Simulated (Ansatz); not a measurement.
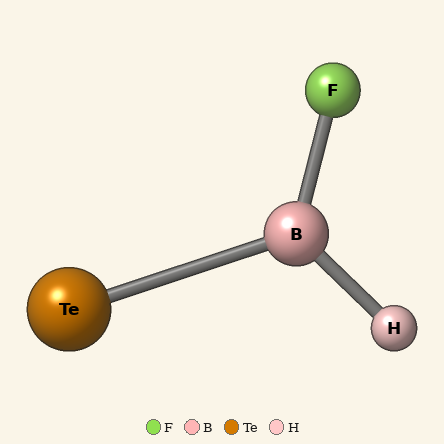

All atoms lie in one plane, which faces the viewer. Charge 0, doublet. Computed geometry: PBE-D4/def2-SVP optimisation. No frequency run is at hand to confirm it as a minimum.

> List the symmetry elements and name the point group.

It has 1 mirror plane, so the point group is Cs. The group has 2 operations. The geometry is achiral, and symmetry allows a dipole moment.
